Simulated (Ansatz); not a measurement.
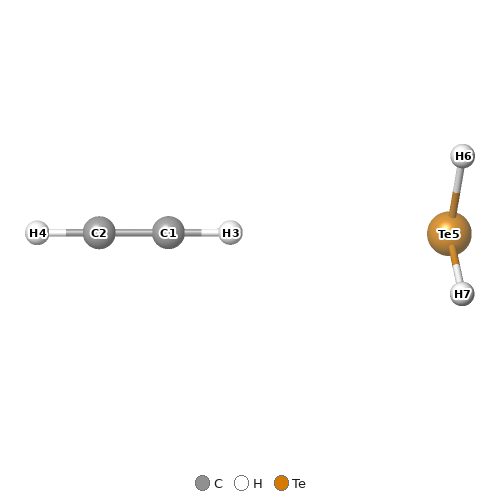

The system is the pair C₂H₂···H₂Te; the picture shows the reference structure. The first coordinate is: separation of H3 and Te5 along their line in the relaxed pair; the second: sideways slip of Te5, H6, H7. Nothing is relaxed (both partners rigid). The grid has 13 × 13 points. Points are written as (first, second). All energies are given in cm⁻¹ relative to the two partners far apart, frozen as in the relaxed pair, each in its own basis (no counterpoise correction). These are results of RHF/def2-TZVPD in Ansatz, not measurements.

Its coordinates:

```xyz
7

C    -0.1393   -0.0531   -1.7925
C    -0.1274    0.0623   -2.9675
H    -0.1499   -0.1563   -0.7415
H    -0.1167    0.1655   -4.0174
Te   -0.2563   -0.5925    2.9661
H     1.3552   -0.4058    3.2250
H    -0.5657    0.9799    3.3276
```

Range: separation of H3 and Te5 along their line in the relaxed pair from 3.137 to 5.737 Å; sideways slip of Te5, H6, H7 from −1.50 to 1.50 Å.

Q: What will the energy surface look like?

A: The lowest grid point is at (3.696 Å, 0.00 Å), −201 cm⁻¹ from the two partners far apart, frozen as in the relaxed pair, each in its own basis (no counterpoise correction). No other kind of well shows on this grid. The highest grid point, (3.137 Å, −0.25 Å), lies 217 cm⁻¹ above the lowest. Round the minimum the two coordinates are nearly uncoupled.

```tsv
second ↓, first →	3.137	3.217	3.349	3.510	3.696	3.900	4.122	4.360	4.611	4.875	5.151	5.439	5.737
1.50	−23	−52	−84	−106	−115	−113	−106	−94	−82	−69	−58	−48	−40
1.25	−21	−58	−99	−126	−136	−134	−123	−109	−93	−78	−65	−54	−44
1.00	−15	−62	−113	−145	−157	−154	−140	−123	−104	−87	−71	−58	−48
0.75	−7	−62	−123	−161	−175	−171	−155	−135	−114	−94	−77	−62	−51
0.50	3	−61	−130	−173	−189	−184	−167	−144	−121	−99	−81	−65	−53
0.25	10	−59	−134	−181	−198	−192	−174	−150	−126	−103	−84	−67	−54
0.00	15	−57	−135	−183	−201	−195	−177	−152	−127	−104	−85	−68	−55
−0.25	17	−54	−132	−180	−198	−193	−175	−151	−126	−104	−84	−68	−54
−0.50	14	−53	−125	−171	−189	−185	−168	−145	−122	−101	−82	−66	−53
−0.75	8	−51	−117	−158	−175	−172	−157	−137	−115	−96	−78	−63	−51
−1.00	1	−49	−106	−142	−158	−156	−143	−125	−107	−89	−73	−60	−48
−1.25	−5	−47	−93	−124	−138	−137	−127	−112	−96	−81	−67	−55	−45
−1.50	−9	−42	−79	−105	−117	−117	−110	−98	−85	−72	−60	−50	−41
```

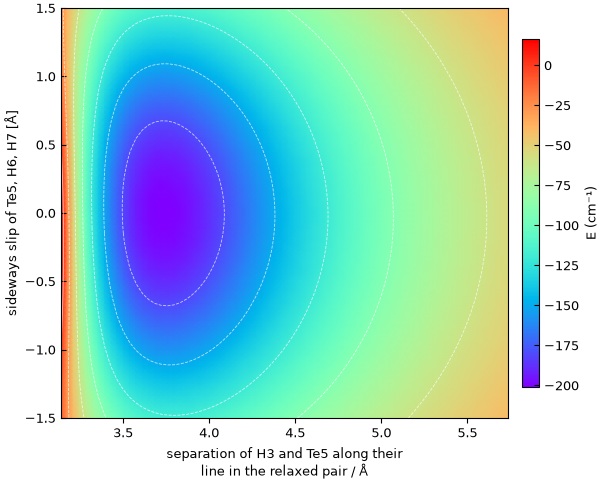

In the figure: a smooth colour map with a few white contour lines. Between grid points the surface is interpolated.

The whole map (169 points run) took 13 min on 1 thread of Arm Neoverse V1 (shared host).
